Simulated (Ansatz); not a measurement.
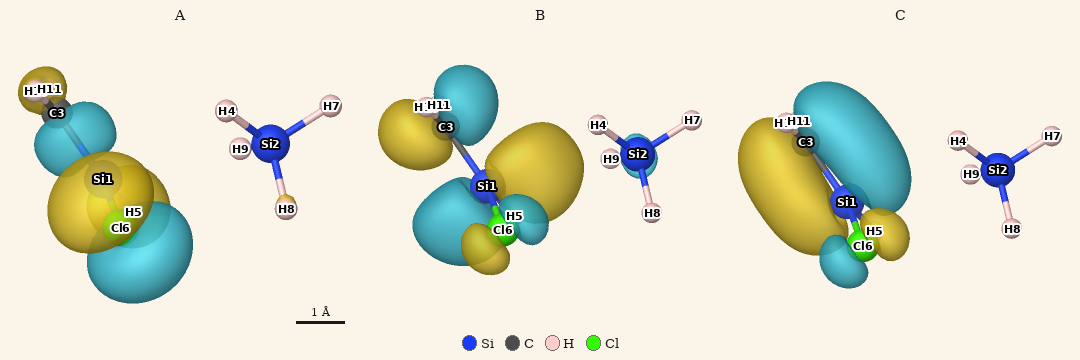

Figure 1: CH3ClSi···SiH4. Three frontier orbitals at ±0.1 Å⁻³ᐟ² (yellow and cyan are the two phases), in no order.

All numbers below come from RKS PBE-D4/def2-SVP (Ansatz).

Input file:

```
crystal:
  periodic: [false, false, false]
  atoms:
    - { symbol: Si, position_ang: [0.065109, -1.334833, -1.139046] }
    - { symbol: Si, position_ang: [0.581735, 1.537391, 0.84257] }
    - { symbol: C, position_ang: [-1.373757, -1.21883, -0.219642] }
    - { symbol: H, position_ang: [-0.312858, 0.432226, 1.134387] }
    - { symbol: H, position_ang: [0.214943, -1.015773, -2.586948] }
    - { symbol: Cl, position_ang: [1.890986, -1.767331, -0.275634] }
    - { symbol: H, position_ang: [-0.185023, 2.834019, 0.818401] }
    - { symbol: H, position_ang: [1.707438, 1.662002, 1.834635] }
    - { symbol: H, position_ang: [1.163218, 1.322239, -0.532266] }
    - { symbol: H, position_ang: [-1.426146, -1.458281, 0.852837] }
    - { symbol: H, position_ang: [-2.325845, -0.992829, -0.729094] }
basis:
  gaussian: { orbitals: def2-SVP }
hamiltonian:
  xc: pbe
  dispersion: d4
relax:
  f_tol: 0.03
  max_steps: 50
output:
  orbitals: {}
```

Launched as:

```sh
ansatz run input.yaml --threads 2 --pin off --max-ram 3072MiB --backend cpu --events-out ev --progress --plain --runs-dir out
```

The fields are those of the run's last geometry, not of the input's.

### Which picture is the HOMO−1, the HOMO and the LUMO?

A is the HOMO−1 (−7.88 eV). By Hirshfeld shares it lies mainly on Cl6 (about 70 %), Si1 (about 10 %), C3 (about 10 %) and H5 (about 5 %); largely a lone pair of Cl6. C is the HOMO (−5.54 eV). It lies mainly on C3 (about 50 %), Si1 (about 35 %) and Cl6 (about 5 %); π-bonding across C3–Si1. B is the LUMO (−1.82 eV). It lies mainly on Si1 (about 45 %), C3 (about 30 %) and Cl6 (about 10 %); π-antibonding (π*) across Si1–C3.

### What is the HOMO–LUMO gap?

3.72 eV between the orbital energies.
